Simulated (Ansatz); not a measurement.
# Pd(100) film, 1 layer, flat: channels in plane against thickness, part 2 of 2

Aim: the ballistic channels of flat films against thickness, first Pd(100) film, 1 layer, flat.

Ansatz 0.2.0; Ansatz plane-wave DFT, PBE, PAW files; ballistic transport by layer matching (Landauer), zero bias.

So far, lead conductance per cell (G₀): step 2 (with 1 layer) 1.41.

## (6) With 5 layers, thickness 9.725 A

The film grows to 5 layers.

System of this step: Pd(100) film, 5 layers, flat. The cell holds 5 atoms: 5 Pd. Cell: a = 18.780 Å, b = 2.751 Å, c = 2.751 Å, α = 90.0°, β = 90.0°, γ = 90.0°. It derives from Pd. Vacuum lies along a. The structure's axis is c.

Contents of input.yaml:

```yaml
crystal:
  lattice:
    - [18.7796, 0.0, 0.0]
    - [0.0, 2.7505039575, 0.0]
    - [0.0, 0.0, 2.7505039575]
  atoms:
    - { symbol: Pd, position: [0.2396217172, 0.0, 0.0] }
    - { symbol: Pd, position: [0.3431862233, 0.5, 0.5] }
    - { symbol: Pd, position: [0.4467507295, 0.0, 0.0] }
    - { symbol: Pd, position: [0.5503152357, 0.5, 0.5] }
    - { symbol: Pd, position: [0.6538797418, 0.0, 0.0] }
kpoints:
  mp_grid: { grid: [1, 15, 15] }
hamiltonian:
  xc: pbe
scf:
  occupations: { method: fermi_dirac, width: 0.1 }
output:
  transmission:
    leads: [[0, 0]]
    kmesh: [1, 44]
    e_range: [-0.27, 0.27]
    de: 0.036
```

Started as:

```console
$ ansatz run input.yaml --threads 4 --pin off --max-ram 8192MiB --backend cpu --events-out ev --progress --plain --runs-dir out
```

Numbers of over 12 decimals in the logs are rounded to 6 here.

Output:

```text
[...]
Crystal: 5 atoms, lattice volume = 142.073 Å³
Basis set: ecut = 420 eV, 2827 PW (Γ)
Bands: 54, of which v1, the nominal top of the filled ones, is band 45 counted from 1 (44 counted from 0)
Symmetry: 16 space group operations
[...]
k-points: 36 of 225
[...]
k-point 35: bands = [... 41 lower, 8.0890, 8.1110, 8.4217, 8.4444, 11.7634, 12.2402, 13.5934, 14.0918, ... 5 higher]
--- Transmission ---
  basis      : 455 plane waves across, 4 finite elements along
  points     : 23, standing for a mesh of 1 x 44
[...]
crystal 0  : Pd5, at the sites [0, 0], period 2.7505 Å: whole cells are its period
[...]
filled         : 24.9 meV over the level at which it is neutral
    channels       : 3.931818e0 a spin
[...]
[key lines of the parts left out:]
SCF converged after 9 iterations
Free energy (F): -34862.943156 eV
Fermi energy:    7.863237 eV
```

Wall time 8.9 min (4 threads of AMD EPYC 9R45, shared host); peak memory 2.1 GiB.

This step gave:

* free energy: -34862.9432 eV
* energy at zero smearing: -34862.7852 eV
* Fermi energy: 7.863 eV
* cell area: 51.65 Å²
* open channels per spin nearest the Fermi level: 4.636
* estimated errors of the lead's conductance: 0, 2.6, 5.5 % (band edges, k-mesh, distance from neutral)
* lead conductance per cell: 4.355 G₀

Per spin. Open channels, zone mean, lead against energy, zero at the Fermi level:

```
energy (eV)  open channels, zone mean, lead
     -0.270                            6.09
     -0.234                            6.09
     -0.198                            5.73
     -0.162                            5.18
     -0.126                            5.48
     -0.090                             5.5
     -0.054                            4.86
     -0.018                            4.64
      0.018                            3.93
      0.054                            4.11
      0.090                            3.89
      0.126                            3.80
      0.162                            3.43
      0.198                            3.20
      0.234                            3.07
      0.270                               3
```

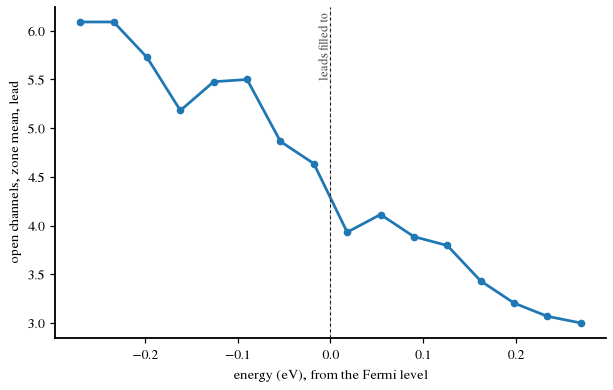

Open channels, zone mean, lead, plotted against energy.

The lead conductance per cell is 4.35 G₀, 14 % over the 3.82 G₀ of the last finished run.

## (7) The ladder

Times are for 4 threads of AMD EPYC 9R45, shared host. The runs compared:

```
no.  layers  lead conductance per cell (G₀)     time  memory (GiB)
  1       1                           1.413     45 s          0.77
  2       2                           2.014     89 s           1.0
  3       3                           2.447  3.1 min           1.3
  4       4                           3.817  5.1 min           1.7
  5       5                           4.355  8.9 min           2.1
```

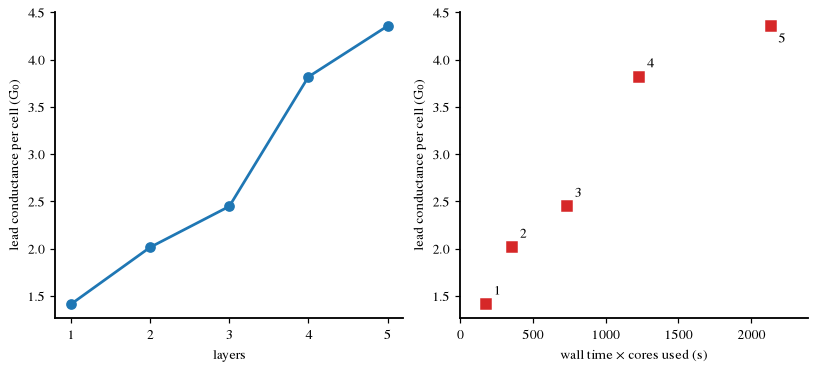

The series as plots; the last panel sets the first result against cost, with the runs numbered as in the table.

The runs together. Open channels, zone mean against energy, zero at the Fermi level:

```
energy (eV)      1     2     3     4     5
     -0.270   2.27  2.48  3.57  3.75  6.09
     -0.234   2.45  2.39  3.61  4.25  6.09
     -0.198   2.73  2.30  3.55  4.16  5.73
     -0.162   2.43  2.39  3.68  3.70  5.18
     -0.126   2.20  2.20  3.55  3.91  5.48
     -0.090   1.98  2.07  3.68  3.91   5.5
     -0.054   1.80  1.89  2.64  3.77  4.86
     -0.018   1.48  1.89  2.23     4  4.64
      0.018   1.25  2.16  2.25  3.84  3.93
      0.054   1.25  2.11  2.66  3.66  4.11
      0.090   1.16  1.55  2.75  3.02  3.89
      0.126   1.16  1.59  2.25  2.93  3.80
      0.162   1.07  1.59  2.20  2.70  3.43
      0.198      1   1.5  2.07  2.70  3.20
      0.234  0.955   1.5  2.07  2.52  3.07
      0.270  0.955  1.55  1.98  2.48     3
```

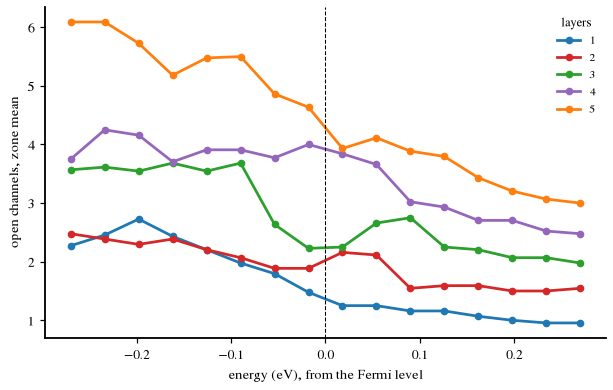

Open channels, zone mean against energy.

## (8) Results

```
conductance per cell, 1 layer  : 1.41 G₀
conductance per cell, 2 layers : 2.01 G₀
conductance per cell, 3 layers : 2.45 G₀
conductance per cell, 4 layers : 3.82 G₀
conductance per cell, 5 layers : 4.35 G₀
```

What this shows: The conductance per cell width goes from 1.41 G0 at 1 to 4.35 G0 at 5 layers. Over the film's own cross-section (layers × spacing × width) the conductance runs from 2.0 to 1.3×10¹⁵ S/m²; that nominal section leaves out the charge that spills into the vacuum, which flatters the thinnest films. The gains from one thickness to the next are 0.60, 0.43, 1.4 and 0.54 G0 per added layer; they differ by more than the error estimates allow, as expected where subbands cross the Fermi level in steps. The film repeats perfectly along the current, so nothing scatters; its faces are clean and not relaxed. Very thin films of this metal can turn magnetic, which an unpolarised run can't show. The program's error estimates for the conductances, leads' steps apart, run from 2.3 to 28 %.

[Logs are printed without paths, hosts, clocks, repeated set-up lines and the standing remarks that a program may print on its own settings, such as how far it seeks lower states.]

[Hosts, paths, dates, database ids (printed as entryN), source tags and the programs' standing remarks are cut or masked in the printed files.]
